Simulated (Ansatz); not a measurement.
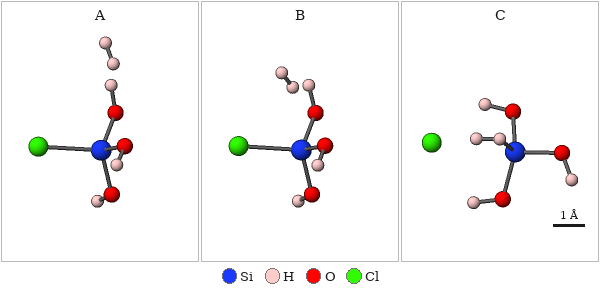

3 geometries from a converged minimum-energy path of SiH5O3Cl, shuffled. Style: ball-and-stick. Shown face on.

Computed with RKS r2SCANh-D4/6-31G* in Ansatz 0.2.0. Run with 7 movable images; climbing image; force threshold 0.05 eV/Å; iteration limit 60; starting path through a guess of the saddle point.

Which frame is the transition state?

C. In order along the path, whose images run from 0 to 8: C (image 4, +1.43 eV), B (image 7, −0.72 eV), A (image 8, −0.73 eV). Breaking: Cl–H (1.32 → 4.22 Å), H–Si (1.47 → 3.35 Å). Forming: H–H (3.39 → 0.74 Å), Cl–Si (3.73 → 2.07 Å).

The run took 20 min on 2 threads of Arm Neoverse V1, on a shared host, peak memory 0.23 GiB.
